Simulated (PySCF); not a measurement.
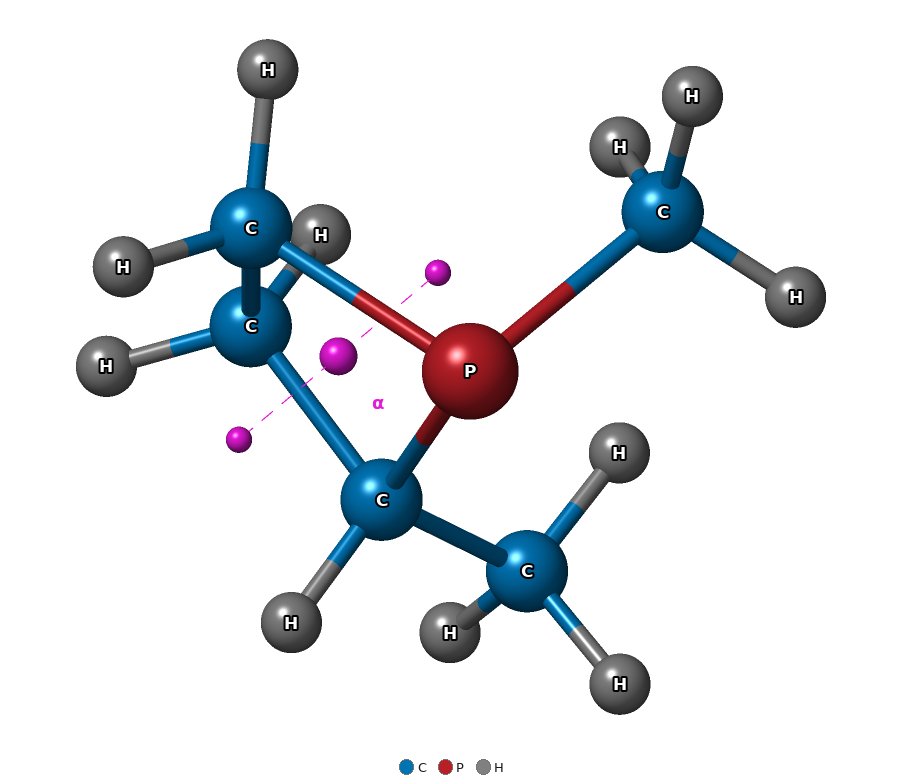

The small points mark where nucleus-independent chemical shifts (NICS) were computed: at the centre of each lettered ring and 1 Å above and below it. The computed structure is the end point of a GFN2-xTB optimisation. No frequency run is at hand to confirm it as a minimum. Level of theory: GIAO PBE0/pcSseg-1 NMR shielding, non-relativistic, gas phase (PySCF 2.14.0).

Give NICS(0), NICS(1) and the out-of-plane component NICS(1)zz for each ring (means of the two sides).

```tsv
ring	members	NICS(0)	NICS(1)	NICS(1)zz
α	C3P	1.7	0.0	6.4
```

Values in ppm.

The geometry is semi-empirical. Around P such bond lengths and angles can be off by a tenth of an ångström or more and by several degrees, and values that hang on the shape move with them.
